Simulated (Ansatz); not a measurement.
LiF (space group Fm-3m, No. 225): a calculation's input that goes back to an entry of the Crystallography Open Database (an earlier step may have relaxed or displaced it).

```cif
data_structure
_symmetry_space_group_name_H-M 'Fm-3m'
_symmetry_Int_Tables_number 225
_cell_length_a 4.0280
_cell_length_b 4.0280
_cell_length_c 4.0280
_cell_angle_alpha 90.000
_cell_angle_beta 90.000
_cell_angle_gamma 90.000
_cell_volume 65.35
loop_
_atom_site_label
_atom_site_type_symbol
_atom_site_symmetry_multiplicity
_atom_site_Wyckoff_symbol
_atom_site_fract_x
_atom_site_fract_y
_atom_site_fract_z
_atom_site_occupancy
Li1 Li 4 a 0.00000 0.00000 0.00000 1
F1 F 4 b 0.50000 0.00000 0.00000 1
```

Bonds are taken as F–Li below 2.3 Å. The graph is simplified in the usual way: terminal and isolated atoms are pruned, two-connected atoms become edges.

Derive the underlying net.

The result is a uninodal 6-connected, three-periodic net: Li and F are 6-connected nodes. It is the pcu net, known from NaCl, ReO3 and the B-X framework of perovskite. It is a single net, without interpenetration.

```json
{"node": "Li and F", "links": "6", "point symbol": "4¹²·6³", "coordination sequence": "6 18 38 66"}
```

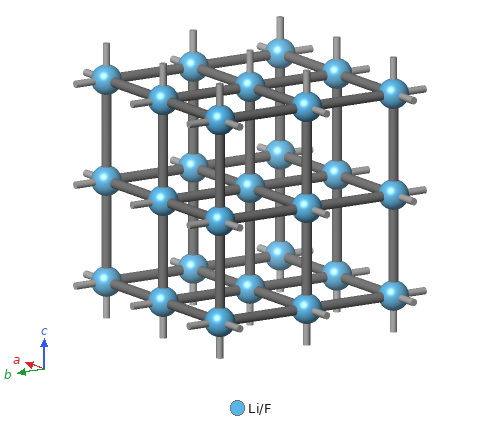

Nodes are coloured by topological kind. Short stubs are edges that leave the cut-out.
